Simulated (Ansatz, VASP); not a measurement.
**MgS (Niningerite): VASP beside Ansatz**

Wanted: the spread between two codes on one cell, functional and k mesh. The cell comes out of the VASP series on this material, whose earlier steps may have relaxed, scaled or displaced it; both programs get it as it stands.

Main program and level: Ansatz 0.2.0; plane waves, with VASP 6.6.1 beside it; relaxation of cell and atoms at PBEsol and relaxation of cell and atoms at r2SCAN.

## 1. Starting point

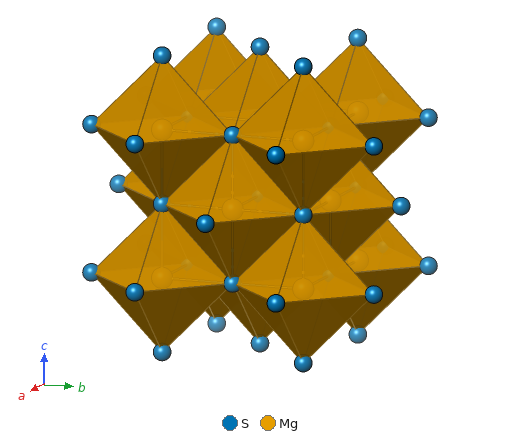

The cell as given, slightly off an axis (sulfur blue, magnesium orange). This picture shows the conventional cell, with its axes. Some periodic images of atoms are drawn too.

## 2. Ansatz: relaxation of cell and atoms, PBEsol

Ansatz runs on its default PAW (the set named soft_2) files.

The relaxed volume is the usual yardstick between codes: its relative difference is about their pressure difference at one cell divided by the bulk modulus.

Input file input.yaml:

```yaml
crystal:
  lattice:
    - [0.0, 2.5887856735, 2.5887856735]
    - [2.5887856735, 0.0, 2.5887856735]
    - [2.5887856735, 2.5887856735, 0.0]
  atoms:
    - { symbol: S, position: [0.5, 0.5, 0.5] }
    - { symbol: Mg, position: [0.0, 0.0, 0.0] }
hamiltonian:
  xc: pbesol
  pseudopotentials: { kind: paw }
kpoints:
  mp_grid: { grid: [8, 8, 8] }
scf:
  occupations: { method: gaussian, width: 0.03 }
relax:
  f_tol: 0.01
  max_steps: 60
  cell: { stress_tol: 0.05 }
output:
  forces: true
  stress: true
  write_density: true
  write_potential: true
  elf: true
  volumetric_format: npy
```

The run is started by

```sh
ansatz run input.yaml --threads 4 --pin off --max-ram 9216MiB --backend cpu --events-out ev --progress --plain --runs-dir out
```

Numbers of over 12 decimals in the logs are rounded to 6 here.

Log:

```text
Engine: ansatz 0.2.0, aarch64-unknown-linux-gnu
Pseudopotentials: kind: paw
Pseudopotential: S, paw, valence charge 6, recommended cutoff 420 eV (normal), S.paw.azcp
Pseudopotential: Mg, paw, valence charge 10, recommended cutoff 420 eV (normal), Mg.paw.azcp
Functional definition: PBEsol
  exchange = pbesol_x
  correlation = pbesol_c
Crystal: 2 atoms, lattice volume = 34.699 Å³
Basis set: ecut = 420 eV, 645 PW (Γ), exchange–correlation on 50×50×50 points (8 copies of the dense FFT grid, shifted against one another)
Bands: 12, of which v1, the nominal top of the filled ones, is band 8 counted from 1 (7 counted from 0)
Symmetry: 48 space group operations
Space group: Fm-3m (ITA 225), of the structure as read, at distance tolerance 3.3e-5 Å
k-points: 29 of 512
Non-local potential: S, projectors of the file, l = 0: 2, l = 1: 2, l = 2: 2
Non-local potential: Mg, projectors of the file, l = 0: 3, l = 1: 2, l = 2: 1
PAW form: soft (Blöchl's): semilocal exchange-correlation on the pseudo side does not see the compensation charge
PAW frozen core: S, regenerated for the run's functional, and the local potential with it (the file was generated under x = pbe(κ = 0.804, μ = 0.219515), c = pbe(β = 0.066725))
PAW frozen core: Mg, regenerated for the run's functional, and the local potential with it (the file was generated under x = pbe(κ = 0.804, μ = 0.219515), c = pbe(β = 0.066725))
PAW one-centre angular grid: S, 110 points (default); XC on 64 Gauss nodes
PAW one-centre angular grid: Mg, 110 points (default); XC on 64 Gauss nodes
Initial density: superposition of atomic densities (neutral atoms: chi_scale 0, normalization atom), corrected by the library's trained network
Initial wavefunctions: pseudopotential atomic-orbital guess
Functional: x = pbesol(κ = 0.804, μ = 0.123457), c = pbesol(β = 0.046)
SCF iter   1: F=—  HF=-2799.920415 eV  |F-HF|=—  |Δ(HF+E_count)|=         —  Δρ=3.92e-3  dr2=7.43e-3  ethr=1.77e-3  ⟨swp⟩=6.4  Hψ=2079  notcnv=0
preconditioner: auto → none  [insulator: Δε(μ)=2.668 eV  Ē_g=11.731 eV  σ=0.030 eV  W_gap=1.00  n_scr=8 (ndim 8)  ℏωp=17.8 eV  f_vac=0.000  D(μ)=0.00/eV (n_scr^D=0)  ε∞_Penn≈3.3]
SCF iter   2: F=—  HF=-2799.917567 eV  |F-HF|=—  |Δ(HF+E_count)|=   2.85e-3  Δρ=1.16e-3  dr2=2.97e-4  ethr=4.64e-5  ⟨swp⟩=2.0  Hψ=792  notcnv=0
SCF iter   3: F=—  HF=-2799.917574 eV  |F-HF|=—  |Δ(HF+E_count)|=   6.69e-6  Δρ=3.94e-4  dr2=3.10e-5  ethr=1.86e-6  ⟨swp⟩=2.3  Hψ=505  notcnv=0
SCF iter   4: F=—  HF=-2799.917594 eV  |F-HF|=—  |Δ(HF+E_count)|=   2.01e-5  Δρ=5.21e-5  dr2=5.22e-7  ethr=1.94e-7  ⟨swp⟩=1.0  Hψ=349  notcnv=0
iter 5 did not close the SCF: its close was put off for the readings that it lacked (scf_convergence_deferred on its scf_iter line)
SCF iter   5: F=-2799.917594 eV  HF=-2799.917594 eV  |F-HF|=1.85e-9  |Δ(HF+E_count)|=   3.47e-7  Δρ=4.17e-6  dr2=1.90e-9  ethr=3.26e-9  ⟨swp⟩=1.9  Hψ=402  notcnv=0
SCF iter   6: F=-2799.917594 eV  HF=-2799.917594 eV  |F-HF|=2.59e-11  |Δ(HF+E_count)|=   2.45e-9  Δρ=4.21e-7  dr2=5.38e-11  ethr=1.19e-11  ⟨swp⟩=4.9  Hψ=1708  notcnv=0
SCF 1 converged in 6 iterations: F = -2799.917594 eV  dr2 = 5.38e-11
  greatest PAW one-centre occupation: 1.000 electrons in one spin orbital (limit 2), on the Mg atom at site 1 (counted from 0), in its partial waves of l = 0
relax step   1: F+E_penalty+E_count = -2799.91759445 eV  Δ(F+E_penalty+E_count) = +0.000e0 eV  max|allowed force component| = 2.046e-30 eV/Å  Δτ_max = 0.0000 Å  P = +0.204 GPa  Ω = 34.699 Å³  (6 SCF iters, dr2 threshold 1.00e-7 eV, accepted)
[...]
relax step   2: F+E_penalty+E_count = -2799.91764718 eV  Δ(F+E_penalty+E_count) = -5.272e-5 eV  max|allowed force component| = 2.169e-30 eV/Å  Δτ_max = 0.0000 Å  P = +0.037 GPa  Ω = 34.773 Å³  energy of the carried Pulay correction = -2.488e-6 eV  (3 SCF iters, dr2 threshold 1.04e-7 eV, accepted)
[...]
relax step   3: F+E_penalty+E_count = -2799.91764867 eV  Δ(F+E_penalty+E_count) = -1.498e-6 eV  max|allowed force component| = 1.717e-30 eV/Å  Δτ_max = 0.0000 Å  P = +0.037 GPa  Ω = 34.773 Å³  stress off target by 3.73e-2 GPa  SCF on the basis re-selected at this cell (its energy is not comparable with the rows above)  (4 SCF iters)
basis re-selected at this cell: Δ(F+E_penalty+E_count) = -1.498e-6 eV, ΔP = -0.000 GPa vs the last step (what re-selecting the basis moved, of the pressure what is left beyond the Pulay correction that the steps carried, after the strain that the cell walked since its last selection, with what the two solves' SCF thresholds leave and, on support functions, any second-order correction that the steps lacked; it is no m [...]
SCF converged after 4 iterations
Free energy (F): -2799.917649 eV
Harris-Foulkes:  -2799.917649 eV  (|F-HF|=1.41e-11)
Internal energy: -2799.917649 eV  (E = F + TS)
E sigma→0 (E₀):  -2799.917649 eV
Fermi energy:    7.846601 eV
--- Per-component energies (eV) ---
  E_band       = -328.546773
  E_kinetic    = 185.171318
  E_local      = -1659.326890  (includes V_loc(G=0)·N_el)
  E_nonlocal   = 124.265468
  E_hartree    = 590.157704
  E_xc         = -126.448005
  E_vxc        = -126.755745  (∫ρ·V_xc dr)
  E_paw        = -865.671316  (= ΣΔE_a)
  E_vpaw       = -32.216450  (= ΣTr[D̂ρ^β])
  E_aug_tail   = -0.000003  (compensation charges beyond the density's cutoff)
  E_ewald      = -1048.186737
  E_core_change = 0.120812  (= ΣΔE_core)
  E_smearing   = -0.000000  (= −TS)
  E_closure    = -0.000000  (closes the sum)
  Σ components = -2799.917649   (vs F -2799.917649, Δ=0.00e0)
--- Forces (eV/Å), atoms counted from 1 ---
  atom   1  S      0.00000000    -0.00000000    -0.00000000
  atom   2  Mg    -0.00000000     0.00000000     0.00000000
  max |Σ_I F_I| component: 3.14e-30 eV/Å
--- Stress (GPa, compression-positive) ---
        0.037310      -0.000000      -0.000000
       -0.000000       0.037310      -0.000000
       -0.000000      -0.000000       0.037310
  P = ⅓ Tr σ = 0.0373 GPa (0.373 kbar)
--- Band table (eV; the first three rows and the last of 29) ---
  k-point 0: bands = [... 4 lower, -6.2713, 6.4829, 6.4829, 6.4829, 10.1764, 14.2879, 14.2879, 14.2879]
  k-point 1: bands = [... 4 lower, -6.1146, 5.4063, 6.3775, 6.3775, 10.9804, 13.9786, 14.5432, 14.5432]
  k-point 2: bands = [... 4 lower, -5.6894, 3.6052, 6.1484, 6.1484, 11.3533, 14.1973, 14.1973, 14.7455]
  k-point 28: bands = [... 4 lower, -4.4765, 3.1519, 3.1519, 4.0565, 11.7305, 14.3149, 14.3149, 14.4904]
--- Relaxed structure (2 steps of the walk, 2 accepted, 1 SCFs on fresh bases) ---
  F+E_penalty+E_count = -2799.91764867 eV   max|allowed force component| = 1.717e-30 eV/Å   (the final SCF, on the basis selected at the relaxed cell)
  cell:  # Å, volume = 34.7726 Å³
    - [0, 2.590613, 2.590613]
    - [2.590613, 0, 2.590613]
    - [2.590613, 2.590613, 0]
  atoms:
    - { symbol: S, position: [0.5, 0.5, 0.5] }
    - { symbol: Mg, position: [0, 0, 0] }
```

The job ended after 0.76 s (4 threads of Arm Neoverse V2, shared host; peak memory 0.29 GiB; 2.1 s of CPU time).

## 3. VASP: relaxation of cell and atoms, PBEsol

The same cell, functional, mesh and smearing now go to VASP, with its own data sets and cutoff.

Lines of VASP's logs that name or quote its potential files are left out, and so is its time.

Input file INCAR:

```
SYSTEM = MgS
PREC = Accurate
ENCUT = 500
EDIFF = 1E-07
NELM = 100
ISMEAR = 0
SIGMA = 0.03
LREAL = .FALSE.
ALGO = Normal
GGA = PS
NBANDS = 10
LORBIT = 11
LWAVE = .FALSE.
LCHARG = .FALSE.
KPAR = 4
IBRION = 2
NSW = 50
ISIF = 3
EDIFFG = -0.002
```

Input file POSCAR:

```
MgS
1.0
    0.0000000000      2.5887856735      2.5887856735
    2.5887856735      0.0000000000      2.5887856735
    2.5887856735      2.5887856735      0.0000000000
S Mg
1 1
Direct
    0.5000000000      0.5000000000      0.5000000000
    0.0000000000      0.0000000000      0.0000000000
```

Input file KPOINTS:

```
Automatic mesh
0
Gamma
8 8 8
0 0 0
```

The projector-augmented-wave data sets are S and Mg (PBE family, release 64).

The run is started by

```sh
mpirun -np 4 vasp_std
```

Log:

```text
[banner, memory and clock lines left out]
running    4 mpi-ranks, on    1 nodes
 distrk:  each k-point on    1 cores,    4 groups
 distr:  one band on    1 cores,    1 groups

 POSCAR found type information on POSCAR S Mg
 POSCAR found :  2 types and       2 ions
|                                                                             |
|               ----> ADVICE to this user running VASP <----                  |
|                                                                             |
|     You enforced a specific xc type in the INCAR file but a different       |
|     [... a line on the potential file left out ...]
|     I HOPE YOU KNOW WHAT YOU ARE DOING!                                     |
|                                                                             |

 LDA part: xc-table for (Slater+PW92), standard interpolation
 POSCAR, INCAR and KPOINTS ok, starting setup
 FFT: planning ... GRIDC
 FFT: planning ... GRID_SOFT
 FFT: planning ... GRID
 WAVECAR not read
 entering main loop
       N       E                     dE             d eps       ncg     rms          rms(c)
DAV:   1     0.205922002150E+02    0.20592E+02   -0.35439E+03   580   0.632E+02
DAV:   2    -0.815025767607E+01   -0.28742E+02   -0.27318E+02   758   0.103E+02
DAV:   3    -0.943399034792E+01   -0.12837E+01   -0.12819E+01   754   0.239E+01
DAV:   4    -0.944061949243E+01   -0.66291E-02   -0.66285E-02   700   0.197E+00
DAV:   5    -0.944066557641E+01   -0.46084E-04   -0.46084E-04   712   0.157E-01    0.417E+00
DAV:   6    -0.911850375769E+01    0.32216E+00   -0.70690E-01   624   0.353E+00    0.315E+00
DAV:   7    -0.907767002071E+01    0.40834E-01   -0.18814E-01   648   0.197E+00    0.194E+00
DAV:   8    -0.907510368028E+01    0.25663E-02   -0.98618E-03   650   0.623E-01    0.718E-01
DAV:   9    -0.907491141710E+01    0.19226E-03   -0.46823E-04   646   0.131E-01    0.299E-01
DAV:  10    -0.907490433281E+01    0.70843E-05   -0.13378E-04   658   0.555E-02    0.715E-03
DAV:  11    -0.907490467078E+01   -0.33797E-06   -0.17822E-06   704   0.870E-03    0.163E-02
DAV:  12    -0.907490447066E+01    0.20012E-06   -0.25752E-07   620   0.290E-03    0.333E-03
DAV:  13    -0.907490440377E+01    0.66895E-07   -0.41475E-08   332   0.941E-04
   1 F= -.90749044E+01 E0= -.90749044E+01  d E =-.907490E+01
 curvature:   0.00 expect dE= 0.000E+00 dE for cont linesearch  0.000E+00
 trial: gam= 0.00000 g(F)=  0.157E-59 g(S)=  0.943E-08 ort = 0.000E+00 (trialstep = 0.100E+01)
 search vector abs. value=  0.953E-08
 reached required accuracy - stopping structural energy minimisation
```

OUTCAR, selected parts (step 3):

```text
ion  position               nearest neighbor table
   1  0.500  0.500  0.500-   2 2.59   2 2.59   2 2.59   2 2.59   2 2.59   2 2.59
   2  0.000  0.000  0.000-   1 2.59   1 2.59   1 2.59   1 2.59   1 2.59   1 2.59

  LATTYP: Found a face centered cubic cell.
 ALAT       =     5.1775713470

 Subroutine GETGRP returns: Found 48 space group operations
 (whereof 48 operations were pure point group operations)

The static configuration has the point symmetry O_h .

 Found     29 irreducible k-points:

   k-points           NKPTS =     29   k-points in BZ     NKDIM =     29   number of bands    NBANDS=     10

   dimension x,y,z NGX =    28 NGY =   28 NGZ =   28
   dimension x,y,z NGXF=    56 NGYF=   56 NGZF=   56

   ENCUT  =  500.0 eV  36.75 Ry    6.06 a.u.   6.68  6.68  6.68*2*pi/ulx,y,z

   NELECT =       8.0000    total number of electrons

 k-points in reciprocal lattice and weights: Automatic mesh
   0.00000000  0.00000000  0.00000000       0.002
   0.12500000  0.00000000  0.00000000       0.016
   0.25000000  0.00000000  0.00000000       0.016
   0.37500000  0.00000000  0.00000000       0.016
   0.50000000  0.00000000  0.00000000       0.008
   0.12500000  0.12500000  0.00000000       0.012
   0.25000000  0.12500000  0.00000000       0.047
   0.37500000  0.12500000  0.00000000       0.047
   0.50000000  0.12500000  0.00000000       0.047
[...]
-0.37500000  0.50000000  0.12500000       0.023
  -0.25000000  0.50000000  0.25000000       0.012

 average (electrostatic) potential at core
       1 -86.0855       2 -36.3808

 E-fermi :   4.0095

 k-point     1 :       0.0000    0.0000    0.0000
  band No.  band energies     occupation
      1      -8.9602      2.00000
      2       3.8093      2.00000
      3       3.8093      2.00000
      4       3.8093      2.00000
      5       7.5195      0.00000
      6      11.6539      0.00000
      7      11.6539      0.00000
      8      11.6539      0.00000
      9      14.1369      0.00000
    ...

 k-point     2 :       0.1250    0.0000    0.0000
  band No.  band energies     occupation
      1      -8.8039      2.00000
      2       2.7298      2.00000
      3       3.7030      2.00000
      4       3.7030      2.00000
      5       8.3232      0.00000
      6      11.3376      0.00000
      7      11.9131      0.00000
      8      11.9131      0.00000
      9      13.4939      0.00000
    ...

 k-point     3 :       0.2500    0.0000    0.0000
  band No.  band energies     occupation
      1      -8.3794      2.00000
      2       0.9227      2.00000
      3       3.4722      2.00000
      4       3.4722      2.00000
      5       8.6931      0.00000
      6      11.5644      0.00000
      7      11.5644      0.00000
      8      12.1056      0.00000
      9      14.0528      0.00000
    ...

  Total        0.0003610      0.0003610      0.0003610      0.0000000      0.0000000     -0.0000000
  in kB        0.0166681      0.0166681      0.0166681      0.0000000      0.0000000     -0.0000000
  external PRESSURE =       0.0166681 kB  Pullay stress =       0.0000000 kB

  energy-cutoff  :      500.00
  volume of cell :       34.70
      direct lattice vectors                 reciprocal lattice vectors
     0.000000000  2.588785673  2.588785673    -0.193140747  0.193140747  0.193140747
     2.588785673  0.000000000  2.588785673     0.193140747 -0.193140747  0.193140747
     2.588785673  2.588785673  0.000000000     0.193140747  0.193140747 -0.193140747

 POSITION                                       TOTAL-FORCE (eV/Angst)
 -----------------------------------------------------------------------------------
      2.58879      2.58879      2.58879        -0.000000      0.000000     -0.000000
      0.00000      0.00000      0.00000         0.000000     -0.000000      0.000000
 -----------------------------------------------------------------------------------
    total drift:                                0.000000      0.000000      0.000000

  FREE ENERGIE OF THE ION-ELECTRON SYSTEM (eV)
  ---------------------------------------------------
  free  energy   TOTEN  =        -9.0749044038 eV

  energy  without entropy=       -9.0749044038  energy(sigma->0) =       -9.07490440

 reached required accuracy - stopping structural energy minimisation

 total charge
# of ion       s       p       d       tot
------------------------------------------
    1        1.309   2.486   0.000   3.795
    2        0.139   0.132   0.041   0.312
--------------------------------------------------
tot          1.447   2.618   0.041   4.106

[... 3 further parts left out ...]
```

CONTCAR:

```
MgS
   1.00000000000000
     0.0000000000000000    2.5887856734999999    2.5887856734999999
     2.5887856734999999    0.0000000000000000    2.5887856734999999
     2.5887856734999999    2.5887856734999999    0.0000000000000000
  S               Mg
     1     1
Direct
     0.5000000000000000    0.5000000000000000    0.5000000000000000
     0.0000000000000000    0.0000000000000000    0.0000000000000000
```

(Part 1 of 2 ends here.)

[Lines on the potential files, build, host, timing and source positions are cut from VASP's logs without a mark.]

[Logs are printed without paths, hosts, clocks, repeated set-up lines and the standing remarks that a program may print on its own settings, such as how far it seeks lower states.]

[Hosts, paths, dates, database ids (printed as entryN), source tags and the programs' standing remarks are cut or masked in the printed files.]
